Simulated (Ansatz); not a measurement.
# ZrH3+ (singlet): trial inputs and their diagnosis

3 inputs are run for ZrH3+ (singlet) as typed; the log has to tell whether the result can be used and what must change.

Method: the settings change from run to run; program: Ansatz 0.2.0, Gaussian basis.

29 further runs of the same task are left out: 13 for a known fault of the program, 8 that didn't finish, 8 set aside as unsound or not needed.

## 1. The system

The geometry is a PBE0/def2-TZVP stationary point (not a proven minimum) of the parent state, kept for this charge and spin. No spin-orbit coupling is included. Elements past krypton take def2 core potentials.

4 atoms, charge 1, spin multiplicity 1.

Atoms are counted from 1 here; the program's logs count them from 0.

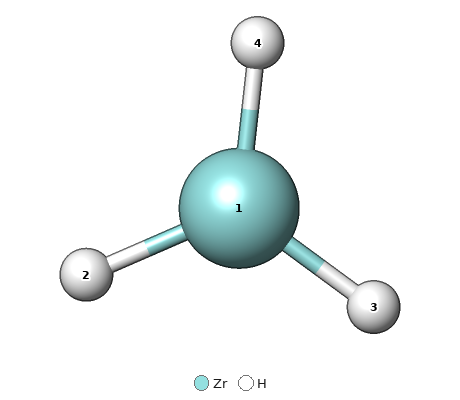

The structure; zirconium light teal, hydrogen white; atoms are numbered from 1 in the order of the file.

Geometry (Å):

| atom | x (Å) | y (Å) | z (Å) |
| --- | --- | --- | --- |
| Zr1 | 0.0000 | 0.0000 | 0.0000 |
| H2 | 1.8599 | 0.0180 | 0.0077 |
| H3 | -0.9455 | 1.6017 | -0.0049 |
| H4 | -0.9143 | -1.6197 | -0.0028 |

## 2. Input 1

in.yaml reads:

```yaml
crystal:
  periodic: [false, false, false]
  atoms:
    - {symbol: Zr, position_ang: [0.000000, 0.000000, 0.000000]}
    - {symbol: H, position_ang: [1.859864, 0.018007, 0.007700]}
    - {symbol: H, position_ang: [-0.945522, 1.601699, -0.004900]}
    - {symbol: H, position_ang: [-0.914341, -1.619706, -0.002800]}
basis:
  gaussian: {orbitals: def2-SVP}
total_charge: 1
magnetization: {spin_polarized: false}
correlation: {method: ccsd_t, frozen_orbitals: {Zr: 20}}
scf: {lower_state_search: light}
output: {forces: true}
```

Command:

```sh
ansatz run in.yaml --threads 1 --pin off --events-out ev --progress --plain --max-ram 2393MiB
```

Log:

```text
Functional definition: HF
  name "HF"
  cite "Fock, Z. Phys. 61, 126 (1930) doi:10.1007/BF01340294"
  parent pbe
  exchange = exact_x
  correlation = 0
Error: "frozen_orbitals" has no count for H
```

Run time: 0.03 s. Hardware: 1 thread of Arm Neoverse V1, shared host.

**Diagnosis.** The run was refused. The frozen-orbital counts are incomplete or too large. Fix: leave frozen_orbitals out, or give each element a count that its core has.

## 3. Input 2

in.yaml reads:

```yaml
crystal:
  periodic: [false, false, false]
  atoms:
    - {symbol: Zr, position_ang: [0.000000, 0.000000, 0.000000]}
    - {symbol: H, position_ang: [1.859864, 0.018007, 0.007700]}
    - {symbol: H, position_ang: [-0.945522, 1.601699, -0.004900]}
    - {symbol: H, position_ang: [-0.914341, -1.619706, -0.002800]}
basis:
  gaussian: {orbitals: def2-mTZVP}
total_charge: 1
correlation: {method: fic_mrcisd_q, electrons: outside_noble_gas, active_space: {window: {electrons: 3, orbitals: 2}}}
```

The command is unchanged.

Log:

```text
Functional definition: HF
  name "HF"
  cite "Fock, Z. Phys. 61, 126 (1930) doi:10.1007/BF01340294"
  parent pbe
  exchange = exact_x
  correlation = 0
500 factors; integrals over basis functions are off by at most 2.2e-4 eV
mean field evaluation 1: about -1301.9994 eV, gradient 1.6e1 eV
mean field evaluation 2: about -1301.9988 eV, gradient 1.6e1 eV
mean field evaluation 4: about -1303.3408 eV, gradient 1.8e0 eV
mean field evaluation 8: about -1303.3908 eV, gradient 1.5e-3 eV
mean field -1303.39075979 eV, -47.8987269524 hartree, gradient 2.5e-6 eV, S^2 0.000000; 0 other end points of the search recorded, 0 dependent functions left out
reference -1303.39075979 eV, -47.8987269524 hartree; 7, 7 occupied and 35, 35 virtual orbitals, 500 factors
Error: 3 electrons in 2 orbitals form no window around the highest filled level of the reference
```

It took 0.36 s on 1 thread of Arm Neoverse V1, shared host.

Diagnosis: The run stopped with an error. The active window can't be built from these electrons and orbitals. To mend it, choose counts that fit the spin, the electrons and the basis.

## 4. Input 3

in.yaml reads:

```yaml
crystal:
  periodic: [false, false, false]
  atoms:
    - {symbol: Zr, position_ang: [0.000000, 0.000000, 0.000000]}
    - {symbol: H, position_ang: [1.859864, 0.018007, 0.007700]}
    - {symbol: H, position_ang: [-0.945522, 1.601699, -0.004900]}
    - {symbol: H, position_ang: [-0.914341, -1.619706, -0.002800]}
basis:
  gaussian: {orbitals: def2-SVP}
total_charge: 1
magnetization: {spin_polarized: false, initial_magnetization: 8}
correlation: {method: bccd, electrons: valence}
scf: {lower_state_search: off}
```

Launched as before.

Log (excerpt; [...] marks lines left out):

```text
Functional definition: HF
  name "HF"
  cite "Fock, Z. Phys. 61, 126 (1930) doi:10.1007/BF01340294"
  parent pbe
[...]
489 factors; integrals over basis functions are off by at most 1.3e-3 eV
[...]
mean field -1270.73567272 eV, -46.6986746367 hartree, gradient 9.9e-7 eV, S^2 20.000000; 0 other end points of the search recorded, 0 dependent functions left out
reference -1270.73567272 eV, -46.6986746367 hartree; 11, 3 occupied and 35, 43 virtual orbitals, 489 factors
second order -3.61711611 eV of doubles, -0.07740627 eV of singles
cycle   1  -3.95355668 eV  change   -2.6e-1 eV  update   5.6e-2
[...]
cycle  12  -4.15073623 eV  change   -5.8e-6 eV  update   1.2e-5
Total energy: -1274.88640895 eV, -46.8512113797 hartree
Checks for a lower state left out: stability, starts, cluster_reference, orbital_swaps, neighbouring_geometries, increment
```

It took 1.4 s on 1 thread of Arm Neoverse V1, shared host.

**Diagnosis.** The run converged, which proves nothing about the input. Far too many unpaired electrons are asked for. Its energy belongs to the state of multiplicity 9, not to the singlet that was meant. Fix: set initial_magnetization to that of the wanted state.

## 5. How the runs ended

| input | level | ended | cause | time |
| --- | --- | --- | --- | --- |
| 1 | CCSD(T) on RHF/def2-SVP | refused | the frozen-orbital counts are incomplete or too large | 0.03 s |
| 2 | MRCISD+Q(3,2)/def2-mTZVP | stopped by an error | the active window can't be built from these electrons and orbitals | 0.36 s |
| 3 | BCCD on ROHF/def2-SVP | converged | far too many unpaired electrons are asked for | 1.4 s |

1 refused, 1 stopped by an error, 1 converged. The input that converges on a wrong geometry or spin is the dangerous one: no error points at it, so geometry and ⟨S²⟩ have to be checked.
